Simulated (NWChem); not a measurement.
**One shape, several levels: CH6BFOSi (SMILES CB(F)O[SiH3])**

We compute a comparison of 4 runs (HF/STO-3G, HF/3-21G, B3LYP/6-31G*) of CH6BFOSi. 

Program for the calculation: NWChem 7.3.0.

**1. The system as given**

The species is CH6BFOSi (11 atoms), meant as a singlet with charge 0. SMILES: `CB(F)O[SiH3]`. Geometry: relaxed at PBE0-D4/def2-TZVP. This is one conformer, not always the lowest.

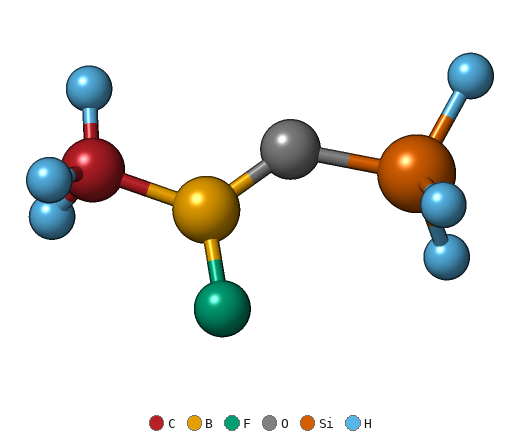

The structure, seen from a chosen angle (carbon red, boron amber, fluorine teal, oxygen grey, silicon orange, hydrogen blue).

**2. Energy and gradient at HF/STO-3G (run 1)**

The input, geom.xyz:

```xyz
11
CH6BFOSi gradient
C     -1.618300    -0.243100     1.266300
B     -0.210500     0.018700     0.649000
F      0.806500     0.353100     1.459000
O      0.047000    -0.073700    -0.674200
Si     1.437400     0.154100    -1.549800
H     -1.960900     0.639800     1.814600
H     -1.563600    -1.051600     2.001700
H     -2.364700    -0.501800     0.516300
H      1.923200     1.546400    -1.388000
H      1.085300    -0.098500    -2.965700
H      2.484000    -0.800400    -1.108800
```

The input, run.py:

```python
from ase.io import read
from ase.calculators.nwchem import NWChem

molecule = read('geom.xyz')

calc = NWChem(
    label='geom',
    theory='scf',
    memory='2200 mb',
    basis='STO-3G',
    basispar='spherical bse',
    scf={'nopen': '0', 'rhf': None, 'thresh': '1e-08', 'maxiter': '80', 'print': 'low'},
)
molecule.calc = calc

forces = molecule.get_forces()
print(f"energy = {molecule.get_potential_energy():.6f} eV")
print("forces (eV/A):")
for s, f in zip(molecule.symbols, forces):
    print(f"{s:2s} {f[0]:10.5f} {f[1]:10.5f} {f[2]:10.5f}")
```

Launch:

```sh
$ export ASE_NWCHEM_COMMAND="nwchem PREFIX.nwi > PREFIX.nwo"
$ python run.py
```

What it wrote:

```text
energy = -14229.229914 eV
forces (eV/A):
C    -0.96637   -0.15931    0.62683
B     2.35904    0.43647   -1.06032
F    -0.84862   -0.28148   -0.69790
O    -0.90174   -0.04859    1.42100
Si    1.42583    0.24595   -0.77364
H     0.03949   -0.30689   -0.29167
H    -0.08521    0.22410   -0.34746
H     0.17905    0.07358    0.26976
H    -0.49972   -1.50127   -0.17987
H     0.40618    0.27758    1.51603
H    -1.10799    1.03991   -0.48270
```

The calculator wrote geom.nwi:

```
title "geom"

permanent_dir geom

scratch_dir geom

start geom

geometry units angstrom nocenter noautosym noautoz
  C  -1.6183000000000001e+00 -2.4310000000000001e-01 1.2663000000000000e+00
  B  -2.1049999999999999e-01 1.8700000000000001e-02 6.4900000000000002e-01
  F  8.0649999999999999e-01 3.5310000000000002e-01 1.4590000000000001e+00
  O  4.7000000000000000e-02 -7.3700000000000002e-02 -6.7420000000000002e-01
  Si 1.4374000000000000e+00 1.5409999999999999e-01 -1.5498000000000001e+00
  H  -1.9609000000000001e+00 6.3980000000000004e-01 1.8146000000000000e+00
  H  -1.5636000000000001e+00 -1.0516000000000001e+00 2.0017000000000000e+00
  H  -2.3647000000000000e+00 -5.0180000000000002e-01 5.1629999999999998e-01
  H  1.9232000000000000e+00 1.5464000000000000e+00 -1.3879999999999999e+00
  H  1.0852999999999999e+00 -9.8500000000000004e-02 -2.9657000000000000e+00
  H  2.4840000000000000e+00 -8.0040000000000000e-01 -1.1088000000000000e+00
end

memory 2200 mb

basis spherical bse noprint
   * library STO-3G
end

scf
  nopen 0
  rhf
  thresh 1e-08
  maxiter 80
  print low
end

task scf gradient
```

geom.nwo:

```text
Northwest Computational Chemistry Package (NWChem) 7.3.0
             --------------------------------------------------------

           Job information
           ---------------

    nwchem branch   = 7.3.0
    use scalapack   = T
    input           = geom.nwi
    prefix          = geom.
    data base       = geom/geom.db
    status          = startup
    nproc           =        1

           Memory information
           ------------------

    heap     =     72089598 doubles =      550.0 Mbytes
    stack    =     72089595 doubles =      550.0 Mbytes
    global   =    144179200 doubles =     1100.0 Mbytes (distinct from heap & stack)
    total    =    288358393 doubles =     2200.0 Mbytes
    verify   = yes
    hardfail = no

[... 40 lines left out ...]
            Nuclear Dipole moment (a.u.)
[... 75 lines left out ...]
       Final RHF  results
       ------------------

         Total SCF energy =   -522.914558689535
      One-electron energy =  -1164.495910112794
      Two-electron energy =    422.003654551211
 Nuclear repulsion energy =    219.577696872047

        Time for solution =      1.6s

                              NWChem Gradients Module
                              -----------------------

                         RHF ENERGY GRADIENTS

    atom               coordinates                        gradient
                 x          y          z           x          y          z
   1 C      -3.058144  -0.459392   2.392960    0.018793   0.003098  -0.012190
   2 B      -0.397787   0.035338   1.226432   -0.045876  -0.008488   0.020620
   3 F       1.524064   0.667262   2.757110    0.016503   0.005474   0.013572
[... 7 lines of this table left out ...]
  11 H       4.694079  -1.512537  -2.095328    0.021547  -0.020223   0.009387

 Task  times  cpu:        2.3s     wall:        2.3s
 Total times  cpu:        2.3s     wall:        2.3s
```

Run time: 3.3 s. Hardware: 1 thread of AMD EPYC 9R45 (Zen 5), shared host; peak memory 0.099 GiB.

**3. Energy and gradient at HF/3-21G (run 2)**

The input, run.py:

```python
from ase import Atoms
from ase.calculators.nwchem import NWChem

molecule = Atoms(['C', 'B', 'F', 'O', 'Si', 'H', 'H', 'H', 'H', 'H', 'H'], positions=[
    [-1.618300, -0.243100, 1.266300],
    [-0.210500, 0.018700, 0.649000],
    [0.806500, 0.353100, 1.459000],
    [0.047000, -0.073700, -0.674200],
    [1.437400, 0.154100, -1.549800],
    [-1.960900, 0.639800, 1.814600],
    [-1.563600, -1.051600, 2.001700],
    [-2.364700, -0.501800, 0.516300],
    [1.923200, 1.546400, -1.388000],
    [1.085300, -0.098500, -2.965700],
    [2.484000, -0.800400, -1.108800],
])

calc = NWChem(
    label='ch6bfosi',
    theory='scf',
    memory='2200 mb',
    basis='3-21G',
    basispar='spherical bse',
    scf={'nopen': '0', 'rhf': None, 'thresh': '1e-08', 'maxiter': '80'},
)
molecule.calc = calc

forces = molecule.get_forces()
print(f"energy = {molecule.get_potential_energy():.6f} eV")
print("forces (eV/A):")
for s, f in zip(molecule.symbols, forces):
    print(f"{s:2s} {f[0]:10.5f} {f[1]:10.5f} {f[2]:10.5f}")
print("dipole (e A):", molecule.get_dipole_moment().round(4))
```

Launch:

```sh
$ export ASE_NWCHEM_COMMAND="nwchem PREFIX.nwi > PREFIX.nwo"
$ python run.py
```

What it wrote:

```text
energy = -14330.002376 eV
forces (eV/A):
C    -0.25073   -0.03003    0.24852
B    -1.67867   -0.39333    0.01954
F     1.03194    0.30637    0.53700
O    -0.27922   -0.02838    0.33080
Si    0.88904    0.09071   -1.02397
H    -0.01239   -0.16589   -0.09832
H    -0.07909    0.11704   -0.12691
H     0.19957    0.06654    0.17113
H     0.03656   -0.01172   -0.03584
H     0.11513    0.02967    0.01810
H     0.02787    0.01903   -0.04006
dipole (e A): [ 0.0128 -0.0128 -0.1349]
```

The calculator wrote ch6bfosi.nwi:

```
title "ch6bfosi"

permanent_dir ch6bfosi

scratch_dir ch6bfosi

start ch6bfosi

geometry units angstrom nocenter noautosym noautoz
  C  -1.6183000000000001e+00 -2.4310000000000001e-01 1.2663000000000000e+00
  B  -2.1049999999999999e-01 1.8700000000000001e-02 6.4900000000000002e-01
  F  8.0649999999999999e-01 3.5310000000000002e-01 1.4590000000000001e+00
  O  4.7000000000000000e-02 -7.3700000000000002e-02 -6.7420000000000002e-01
  Si 1.4374000000000000e+00 1.5409999999999999e-01 -1.5498000000000001e+00
  H  -1.9609000000000001e+00 6.3980000000000004e-01 1.8146000000000000e+00
  H  -1.5636000000000001e+00 -1.0516000000000001e+00 2.0017000000000000e+00
  H  -2.3647000000000000e+00 -5.0180000000000002e-01 5.1629999999999998e-01
  H  1.9232000000000000e+00 1.5464000000000000e+00 -1.3879999999999999e+00
  H  1.0852999999999999e+00 -9.8500000000000004e-02 -2.9657000000000000e+00
  H  2.4840000000000000e+00 -8.0040000000000000e-01 -1.1088000000000000e+00
end

memory 2200 mb

basis spherical bse noprint
   * library 3-21G
end

scf
  nopen 0
  rhf
  thresh 1e-08
  maxiter 80
end

task scf gradient
```

ch6bfosi.nwo:

```text
Northwest Computational Chemistry Package (NWChem) 7.3.0
             --------------------------------------------------------

           Job information
           ---------------

    nwchem branch   = 7.3.0
    use scalapack   = T
    input           = ch6bfosi.nwi
    prefix          = ch6bfosi.
    data base       = ch6bfosi/ch6bfosi.db
    status          = startup
    nproc           =        1

           Memory information
           ------------------

    heap     =     72089600 doubles =      550.0 Mbytes
    stack    =     72089597 doubles =      550.0 Mbytes
    global   =    144179200 doubles =     1100.0 Mbytes (distinct from heap & stack)
    total    =    288358397 doubles =     2200.0 Mbytes
    verify   = yes
    hardfail = no

[... 144 lines left out ...]
 Convergence threshold     :          1.000E-08
[... 13 lines left out ...]
       Final RHF  results
[... 3 lines left out ...]
      One-electron energy =  -1164.939403027001
[... 1 line left out ...]
 Nuclear repulsion energy =    219.577696872047
[... 42 lines left out ...]
                       ROHF Final Molecular Orbital Analysis
[... 256 lines left out ...]
                         RHF ENERGY GRADIENTS

    atom               coordinates                        gradient
                 x          y          z           x          y          z
   1 C      -3.058144  -0.459392   2.392960    0.004876   0.000584  -0.004833
   2 B      -0.397787   0.035338   1.226432    0.032645   0.007649  -0.000380
   3 F       1.524064   0.667262   2.757110   -0.020068  -0.005958  -0.010443
[... 7 lines of this table left out ...]
  11 H       4.694079  -1.512537  -2.095328   -0.000542  -0.000370   0.000779

                 ----------------------------------------
                 |  Time  |  1-e(secs)   |  2-e(secs)   |
                 ----------------------------------------
                 |  CPU   |       0.00   |       0.85   |
                 ----------------------------------------
                 |  WALL  |       0.00   |       0.85   |
                 ----------------------------------------

 Task  times  cpu:        3.1s     wall:        3.1s
 Total times  cpu:        3.1s     wall:        3.1s
```

Run time: 4.2 s. Hardware: 1 thread of AMD EPYC 9R45 (Zen 5), shared host; peak memory 0.099 GiB.

Run 3 isn't shown in full; the table further down has it.

**4. Energy and gradient at B3LYP/6-31G(d) (spherical functions) (run 4)**

The input, mymol.nw:

```
start mymol
title "CH6BFOSi B3LYP"
memory stack 880 mb heap 220 mb global 1100 mb

geometry units atomic noautosym nocenter noautoz
  C   -3.05814379  -0.45939242   2.39296019
  B   -0.39778735   0.03533788   1.22643225
  F    1.52406412   0.66726229   2.75711042
  O    0.08881713  -0.13927282  -1.27405335
  Si   2.71629233   0.29120680  -2.92869755
  H   -3.70556396   1.20904677   3.42909703
  H   -2.95477577  -1.98723599   3.78266478
  H   -4.46863537  -0.94826457   0.97566560
  H    3.63432128   2.92227248  -2.62293986
  H    2.05091976  -0.18613802  -5.60436077
  H    4.69407969  -1.51253679  -2.09532833
end

basis spherical bse
  * library 6-31G*
end

dft
  xc b3lyp
  grid xfine
  convergence energy 1e-08
  iterations 100
  mulliken
  noprint "final vectors analysis"
end

task dft gradient
```

Launch:

```sh
$ nwchem mymol.nw > mymol.out
```

What it wrote:

```text
[...]
          Wavefunction type:  closed shell.
          No. of atoms     :    11
          No. of electrons :    48
[...]
          Charge           :     0
          Spin multiplicity:     1
[...]
          AO basis - number of functions:    86
[...]
              XC Information
              --------------
                         B3LYP Method XC Potential
                     Hartree-Fock (Exact) Exchange  0.200
                        Slater Exchange Functional  0.800 local
                    Becke 1988 Exchange Functional  0.720 non-local
              Lee-Yang-Parr Correlation Functional  0.810
                  VWN I RPA Correlation Functional  0.190 local
[...]
 d= 0,ls=0.0,diis     1   -531.1900989699 -7.51D+02  1.35D-02  7.70D-01     2.9
[...]
 d= 0,ls=0.0,diis    10   -531.2805053774 -1.50D-09  2.27D-07  1.17D-09    24.9
         Total DFT energy =     -531.280505377414
      One electron energy =    -1169.297406268951
           Coulomb energy =      470.344772542499
    Exchange-Corr. energy =      -51.905552692906
 Nuclear repulsion energy =      219.577681041945
[...]
  wavefunction    = closed shell
                         DFT ENERGY GRADIENTS
    atom               coordinates                        gradient
                 x          y          z           x          y          z
   1 C      -3.058144  -0.459392   2.392960    0.001328   0.000228  -0.000542
   2 B      -0.397787   0.035338   1.226432   -0.000149  -0.000187  -0.001156
   3 F       1.524064   0.667262   2.757110   -0.004299  -0.001404  -0.003348
   4 O       0.088817  -0.139273  -1.274053    0.008908   0.002226   0.000991
   5 Si      2.716292   0.291207  -2.928698   -0.006862  -0.001211   0.003310
   6 H      -3.705564   1.209047   3.429097    0.001244  -0.001707  -0.001123
   7 H      -2.954776  -1.987236   3.782665    0.000416   0.001840  -0.001556
   8 H      -4.468635  -0.948265   0.975666    0.002081   0.000631   0.001329
   9 H       3.634321   2.922272  -2.622940   -0.000919  -0.000621   0.000730
  10 H       2.050920  -0.186138  -5.604361   -0.000632  -0.000067   0.000731
  11 H       4.694080  -1.512537  -2.095328   -0.001116   0.000273   0.000635
[...]
```

Wall time 34 s (1 thread of AMD EPYC 9R45 (Zen 5), shared host); peak memory 0.15 GiB.

**5. The series**

| run | level | Cartesian functions | iteration cap | energy (Eh) | largest force (eV/Å) | wall time |
| --- | --- | --- | --- | --- | --- | --- |
| 1 | HF/STO-3G | no | 80 | -522.914559 | 2.623 | 3.3 s |
| 2 | HF/3-21G | no | 80 | -526.617878 | 1.724 | 4.2 s |
| 3 | B3LYP/6-31G* (Cartesian functions) | yes | 100 | -531.285376 | 0.456 | 20 s |
| 4 | B3LYP/6-31G* (spherical functions) | no | 100 | -531.280505 | 0.475 | 34 s |

**6. Results**

| quantity | value |
| --- | --- |
| run 4: total energy | -531.28051 Eh |
| run 4: dipole moment | 0.43 D |
| run 4: largest force on an atom | 0.475 eV/Å |

**Reading.** In run 1 the basis is minimal, so the values are rough. All runs together took 62 s, the longest 34 s.
